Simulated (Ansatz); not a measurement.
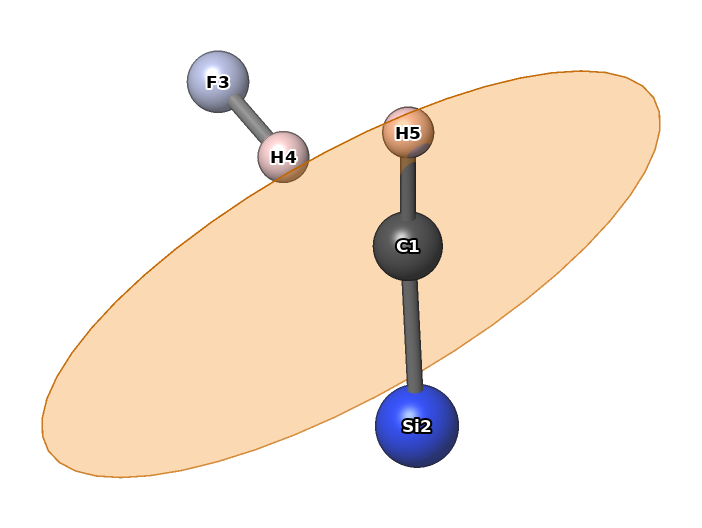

A disc through the centre of mass is drawn in. Distant atoms are faded towards the background colour. The species has charge −1 and is a spin singlet. The computed structure is the end point of a PBE0-D4/def2-TZVPD optimisation. No frequency run is at hand to confirm it as a minimum.

> Is the plane of the disc a mirror plane of the structure?

No. The point group is Cs, with 1 mirror plane, and this plane isn't one of its mirror planes.
